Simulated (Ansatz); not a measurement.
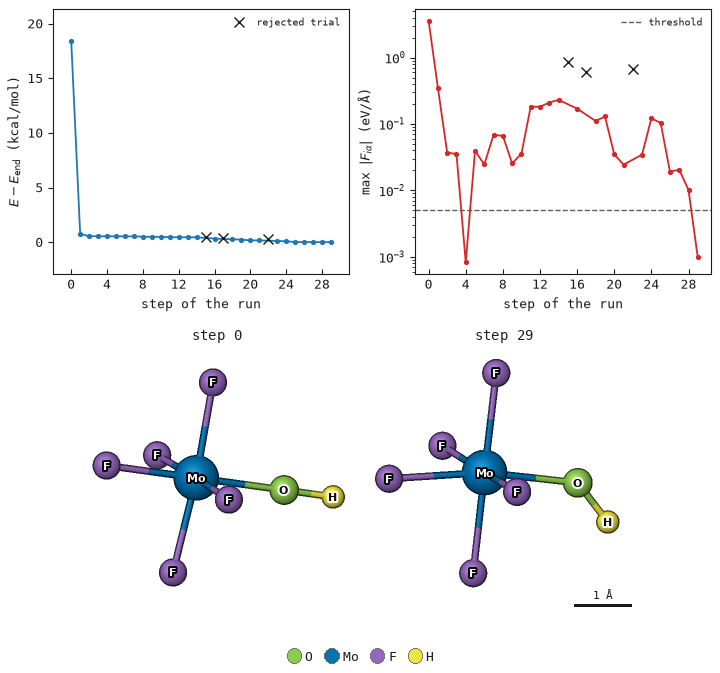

First and last geometry of a relaxation of MoHOF₅, with the history of the run. The picture is a ball-and-stick view, seen at a tilt.

The start comes from GFN2-xTB.

The calculation used Ansatz 0.2.0, RKS PBE0-D4/def2-TZVP. Set-up: force threshold 0.005 eV/Å; at most 150 steps.

### Did the run converge, and what did it change?

It converged. The energy falls by 18.4 kcal/mol in 26 accepted moves (29 points after the start). The largest force component goes from 3.6 to 0.00098 eV/Å. The line search rejected the trial steps at points 15, 17, 22 of the run. The forces were under the threshold at step 4, but the run went on from there. The atom that moves furthest after the best rigid fit is the H atom (0.50 Å). By element the largest moves are H 0.50 Å, F 0.25 Å, O 0.17 Å, Mo 0.10 Å. Near-neighbour distances that change, for instance: Mo–O 1.725 → 1.820 Å, F–Mo 1.754 → 1.843 Å, F–Mo 1.754 → 1.822 Å. Among the angles between lasting bonds that change: Mo–O–H 179.8° → 137.8°, O–Mo–F 180.0° → 170.5°, F–Mo–F 87.9° → 95.4°.
